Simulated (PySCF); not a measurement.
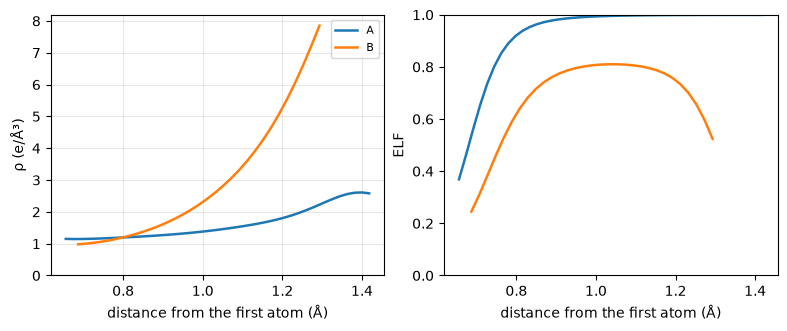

The picture shows: F$_{2}$HP (SMILES FPF). Electron density and ELF along straight lines between neighbouring atoms. The curves leave out the atomic cores.

Geometry: GFN2-xTB.

Computed with PySCF, PBE0/pcSseg-1, SCF density, gas phase, non-relativistic.

Question: Which curve belongs to which contact (P–F and P–H)? The first atom named is at distance zero.

Answer: Curve A: P–H (1.42 Å): the density is about 1.1 e/Å³ at the midpoint; the ELF climbs to about 1 towards the hydrogen, as it does in any bond to H. Curve B: P–F (1.62 Å): ρ at the midpoint is about 1.2 e/Å³; the ELF peaks at about 0.80 in the valence shell of F, 0.6 Å from its nucleus, and is about 0.65 at the midpoint.
